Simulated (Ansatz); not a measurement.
# The cluster SiSe₂+ (doublet): a spread of methods and bases

Aim: run the cluster SiSe₂+ (doublet) under a spread of inputs, and see what each costs and gives.

Method: the settings change from run to run; program: Ansatz 0.2.0, Gaussian basis.

## 1. The molecule

The structure was relaxed beforehand with r2SCAN-D4 in a triple-zeta def2 set.

3 atoms, charge 1, spin multiplicity 2.

Atoms are counted from 1 here; the program's logs count them from 0.

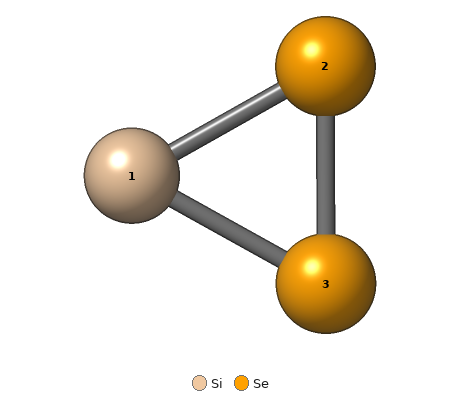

The structure; silicon light orange, selenium orange; atoms are numbered from 1 in the order of the file.

## 2. wB97M-V/def2-TZVP

Options: charge +2, multiplicity 1, atoms shaken by 0.15 Å.

File in.yaml:

```yaml
crystal:
  periodic: [false, false, false]
  atoms:
    - {symbol: Si, position_ang: [-0.469934, -1.186760, -0.251613]}
    - {symbol: Se, position_ang: [-0.803170, 1.074099, 0.139404]}
    - {symbol: Se, position_ang: [1.500715, 0.312295, 0.003980]}
basis:
  gaussian: {orbitals: def2-TZVP}
total_charge: 2
hamiltonian: {xc: {name: wB97M-V}}
scf: {omitted_lower_state_checks: [starts]}
output: {forces: true}
```

Run with:

```
$ ansatz run in.yaml --threads 4 --pin off --events-out ev --progress --plain --max-ram 3916MiB
```

Log, shortened:

```text
Functional definition: wB97M-V
  name "wB97M-V"
  cite "Mardirossian & Head-Gordon, J. Chem. Phys. 144, 214110 (2016) doi:10.1063/1.4952647"
  cite "Becke, J. Chem. Phys. 107, 8554 (1997) doi:10.1063/1.475007"
  cite "Vydrov & Van Voorhis, J. Chem. Phys. 133, 244103 (2010) doi:10.1063/1.3521275"
  # Of w^i u^j: cxij and so on, Table III.
[...]
  gx(w, u) = 1 - cx + cx01*u + cx10*w
  gss(w, u) = css00 + css04*u^4 + css10*w + css20*w^2 + css43*w^4*u^3
  gos(w, u) = cos00 + cos10*w + (cos20 + cos21*u)*w^2 + (cos60 + cos61*u)*w^6
[...]
      + integral(e_c_pw_mod_opposite_spin*gos(b97_w_opposite, b97_u_opposite)) + vv10(b, c)
[...]
1042 factors; their error is unknown
170 factors; integrals over basis functions are off by at most 7.0e-5 eV
[...]
mean field -138546.71607160 eV, -5091.4979052942 hartree, gradient 7.3e-5 eV, S^2 0.000000; 0 other end points of the search recorded, 0 dependent functions left out
[...]
reference -138546.71611203 eV, -5091.4979067801 hartree; 40, 40 occupied and 93, 93 virtual orbitals, 1042 factors
Total energy: -138546.71611203 eV, -5091.4979067801 hartree
Atom 0 at    -0.469934    -1.186760    -0.251613 Å, force     0.096458    -1.477849    -0.255392 eV/Å
Atom 1 at    -0.803170     1.074099     0.139404 Å, force     3.243850     0.254242     0.038477 eV/Å
Atom 2 at     1.500715     0.312295     0.003980 Å, force    -3.340308     1.223607     0.216915 eV/Å
Dipole moment:    -0.290359    -0.730257    -0.125632 e Å
Checks for a lower state left out: starts
```

Wall time 5.5 s (4 threads of Arm Neoverse V2, shared host).

Largest force 3.564 eV/Å.

## 3. revPBE0/cc-pVDZ

File in.yaml:

```yaml
crystal:
  periodic: [false, false, false]
  atoms:
    - {symbol: Si, position_ang: [-0.581043, -1.234982, -0.009969]}
    - {symbol: Se, position_ang: [-0.747027, 1.106116, -0.026803]}
    - {symbol: Se, position_ang: [1.328070, 0.128866, 0.036772]}
basis:
  gaussian: {orbitals: cc-pVDZ}
total_charge: 1
magnetization: {spin_polarized: true, initial_magnetization: 1}
hamiltonian: {xc: {name: revPBE0}}
scf: {omitted_lower_state_checks: [starts]}
output: {forces: true}
```

The command is unchanged.

Log, shortened:

```text
Functional definition: revPBE0
  name "revPBE0"
  cite "Zhang & Yang, Phys. Rev. Lett. 80, 890 (1998) doi:10.1103/PhysRevLett.80.890"
  cite "Adamo & Barone, J. Chem. Phys. 110, 6158 (1999) doi:10.1063/1.478522"
  cite "Perdew, Burke & Ernzerhof, Phys. Rev. Lett. 77, 3865 (1996) doi:10.1103/PhysRevLett.77.3865"
[...]
841 factors; integrals over basis functions are off by at most 1.1e-3 eV
[...]
mean field -138557.55980895 eV, -5091.8964052919 hartree, gradient 2.8e-5 eV, S^2 0.764302; 0 other end points of the search recorded, 0 dependent functions left out
[...]
reference -138557.55983275 eV, -5091.8964061664 hartree; 41, 40 occupied and 31, 32 virtual orbitals, 841 factors
Total energy: -138557.55983275 eV, -5091.8964061664 hartree
Atom 0 at    -0.581043    -1.234982    -0.009969 Å, force    -0.127303    -0.267578    -0.002200 eV/Å
Atom 1 at    -0.747027     1.106116    -0.026803 Å, force    -0.079285     0.199844    -0.003273 eV/Å
Atom 2 at     1.328070     0.128866     0.036772 Å, force     0.206587     0.067734     0.005472 eV/Å
Dipole moment:    -0.241990    -0.514338    -0.004152 e Å
Checks for a lower state left out: starts
```

Wall time 1.8 s (4 threads of Arm Neoverse V2, shared host).

Largest force 0.296 eV/Å, ⟨S²⟩ 0.764.

## 4. wB97X-V/6-31G

This run has charge +2, multiplicity 1, a point charge of 0.50 e beside it.

Edit in.yaml of step 3 so:

```diff
@@ -7,6 +7,5 @@
 basis:
-  gaussian: {orbitals: cc-pVDZ}
-total_charge: 1
-magnetization: {spin_polarized: true, initial_magnetization: 1}
-hamiltonian: {xc: {name: revPBE0}}
+  gaussian: {orbitals: 6-31G, point_charges: [{charge: 0.50, position_ang: [6.176, 0.832, 0.367]}]}
+total_charge: 2
+hamiltonian: {xc: {name: wB97X-V}}
 scf: {omitted_lower_state_checks: [starts]}
```

Launched as before.

Log, shortened:

```text
Functional definition: wB97X-V
  name "wB97X-V"
  cite "Mardirossian & Head-Gordon, Phys. Chem. Chem. Phys. 16, 9904 (2014) doi:10.1039/C3CP54374A"
  cite "Becke, J. Chem. Phys. 107, 8554 (1997) doi:10.1063/1.475007"
  cite "Vydrov & Van Voorhis, J. Chem. Phys. 133, 244103 (2010) doi:10.1063/1.3521275"
[...]
      + integral(e_c_pw_opposite_spin*poly(b97_u_opposite, cos0, cos1)) + vv10(b, c)
[...]
647 factors; integrals over basis functions are off by at most 5.6e-4 eV
174 factors; integrals over basis functions are off by at most 1.0e-5 eV
[...]
mean field -138515.39459272 eV, -5090.3468621758 hartree, gradient 5.2e-5 eV, S^2 0.000000; 0 other end points of the search recorded, 0 dependent functions left out
[...]
reference -138515.39459114 eV, -5090.3468621179 hartree; 40, 40 occupied and 31, 31 virtual orbitals, 647 factors
Total energy: -138515.39459114 eV, -5090.3468621179 hartree
Atom 0 at    -0.581043    -1.234982    -0.009969 Å, force    -1.948358    -4.084217    -0.037972 eV/Å
Atom 1 at    -0.747027     1.106116    -0.026803 Å, force     0.325301     2.342680    -0.005358 eV/Å
Atom 2 at     1.328070     0.128866     0.036772 Å, force     1.261708     1.681037     0.021445 eV/Å
Dipole moment:    -0.545226    -0.845557    -0.012762 e Å
Checks for a lower state left out: starts
```

Run time: 2.7 s. Hardware: 4 threads of Arm Neoverse V2, shared host.

Largest force 4.525 eV/Å.

## 5. B2PLYP/aug-cc-pVDZ

This run has a grid of angular degree 47, relativity set to scalar.

File in.yaml:

```yaml
crystal:
  periodic: [false, false, false]
  atoms:
    - {symbol: Si, position_ang: [-0.581043, -1.234982, -0.009969]}
    - {symbol: Se, position_ang: [-0.747027, 1.106116, -0.026803]}
    - {symbol: Se, position_ang: [1.328070, 0.128866, 0.036772]}
basis:
  gaussian: {orbitals: aug-cc-pVDZ, final_grid: {core_spheres: 20, valence_spheres: 16, degree: 47}}
total_charge: 1
magnetization: {spin_polarized: true, initial_magnetization: 1}
hamiltonian: {xc: {name: B2PLYP}, pseudopotentials: {relativity: scalar}}
scf: {omitted_lower_state_checks: [starts]}
output: {forces: true}
```

Same command.

Log, shortened:

```text
Functional definition: B2PLYP
  name "B2PLYP"
  cite "Grimme, J. Chem. Phys. 124, 034108 (2006) doi:10.1063/1.2148954"
  cite "Becke, Phys. Rev. A 38, 3098 (1988) doi:10.1103/PhysRevA.38.3098"
  cite "Lee, Yang & Parr, Phys. Rev. B 37, 785 (1988) doi:10.1103/PhysRevB.37.785"
[...]
1098 factors; integrals over basis functions are off by at most 6.1e-4 eV
[...]
mean field -139746.22488492 eV, -5135.5790411273 hartree, gradient 3.9e-6 eV, S^2 0.776493; 0 other end points of the search recorded, 0 dependent functions left out
23 core orbitals not correlated: weight in the atoms' cores, before any rotation towards them, 1.000 or more for the frozen orbitals, at most 0.000 for the correlated occupied ones
reference -139746.22503499 eV, -5135.5790466424 hartree; 18, 17 occupied and 58, 59 virtual orbitals, 1098 factors
second order -11.68360765 eV of doubles, -0.00000000 eV of singles
[...]
Total energy: -139749.37960905 eV, -5135.6949751010 hartree
Relativity: scalar
Atom 0 at    -0.581043    -1.234982    -0.009969 Å, force    -0.220116    -0.464704    -0.003793 eV/Å
Atom 1 at    -0.747027     1.106116    -0.026803 Å, force    -0.311833     0.429718    -0.011022 eV/Å
Atom 2 at     1.328070     0.128866     0.036772 Å, force     0.531948     0.034986     0.014815 eV/Å
Dipole moment:    -0.236312    -0.502317    -0.004054 e Å
Checks for a lower state left out: starts
```

Wall time 15 s (4 threads of Arm Neoverse V2, shared host).

Largest force 0.533 eV/Å, ⟨S²⟩ 0.776.

## 6. All runs side by side

```
             level  charge  multiplicity               geometry  functions  energy (eV)   time
 wB97M-V/def2-TZVP       2             1                 shaken        133  -138546.716  5.5 s
   revPBE0/cc-pVDZ       1             2                relaxed         72  -138557.560  1.8 s
     wB97X-V/6-31G       2             1  relaxed, point charge         71  -138515.395  2.7 s
B2PLYP/aug-cc-pVDZ       1             2                relaxed         99  -139749.380   15 s
```

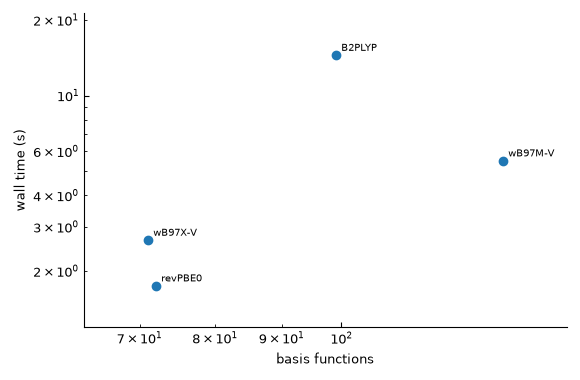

Wall time against the number of basis functions (shared host).

## 7. Outcome

| quantity | value |
| --- | --- |
| runs | 4 |
| quickest | revPBE0/cc-pVDZ, 1.8 s |
| slowest | B2PLYP/aug-cc-pVDZ, 15 s |
| spread of total energies, same state and geometry | 1191.8 eV |

What this shows: Run time spans a factor of 8, from revPBE0/cc-pVDZ to B2PLYP/aug-cc-pVDZ. The jobs differ in tasks and options as well as level. The totals spread over 1192 eV; they can't be compared across methods or bases. Some of these runs are scalar-relativistic and others not, which shifts the totals of all-electron atoms past neon by several eV an atom and more; core potentials, where a basis has them, take the core out of the total altogether. At the r2SCAN-D4/def2-TZVP geometry and in the same state, the sound runs without point charges leave forces up to 0.53 eV/Å (B2PLYP/aug-cc-pVDZ).
